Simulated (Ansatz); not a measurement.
The compound is Li3Y2P3 (space group Pm-3m, No. 221), taken as the geometry relaxed with DFT PBE, scalar-relativistic, plane waves, PAW in Ansatz; the starting structure was generated, so it need not be a known form of this composition.

```yaml
crystal:
  lattice:
    - [5.43979, 0.00000, 0.00000]
    - [0.00000, 5.43979, 0.00000]
    - [0.00000, 0.00000, 5.43979]
  atoms:
    - { symbol: Li, position: [0.50000, 0.00000, 0.00000] }
    - { symbol: Li, position: [0.00000, 0.50000, 0.00000] }
    - { symbol: Li, position: [0.00000, 0.00000, 0.50000] }
    - { symbol: Y, position: [0.00000, 0.00000, 0.00000] }
    - { symbol: Y, position: [0.50000, 0.50000, 0.50000] }
    - { symbol: P, position: [0.00000, 0.50000, 0.50000] }
    - { symbol: P, position: [0.50000, 0.00000, 0.50000] }
    - { symbol: P, position: [0.50000, 0.50000, 0.00000] }
```

Describe how the polyhedra about Y are linked (bonds: Li–Y below 3.1 Å and P–Y below 3.1 Å).

Y(1a): YLi6 octahedron, sharing corners with six neighbours; Y(1b): YP6 octahedron, sharing corners with six neighbours.

They form a three-dimensional framework of corner-sharing octahedra, in two interpenetrating copies.

Centre to centre across a shared corner: 5.44 Å.

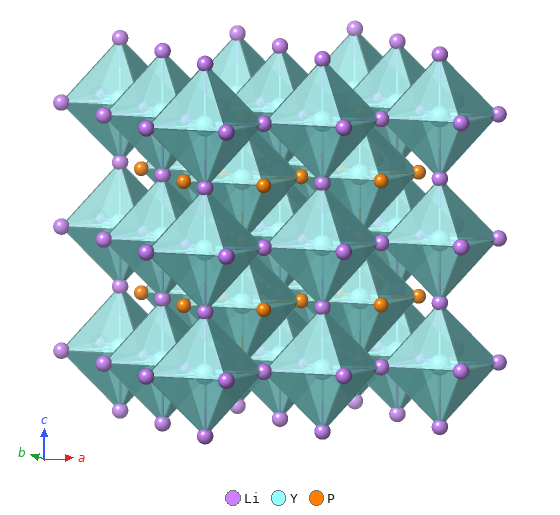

Polyhedra are drawn about Y (bonds: Li–Y below 3.1 Å and P–Y below 3.1 Å); other atoms are plain spheres.
